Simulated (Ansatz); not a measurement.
The starting structures come from a database of crystals and need not be the phases stable at ambient conditions.

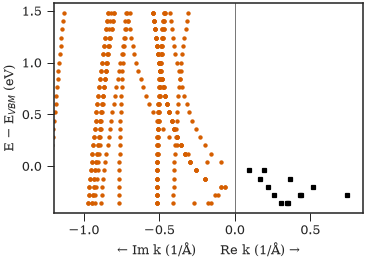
Figure. Complex bands at the centre of the two-dimensional zone; r2SCAN (Ansatz, a first-principles code)

No gap correction and no spin-orbit coupling; mid-gap values are interpolated between computed energies.

This is NaS (P-62m, not sure to be the ambient phase, 12 atoms a cell, 22.1 Å³ an atom) along the normal of (110). Read off the slowest decay at the centre of the two-dimensional zone at 0.60 eV, the computed energy nearest the middle of the gap.

κ ≈ 0.32 1/Å, a decay length 1/(2κ) of the density of 1.6 Å.
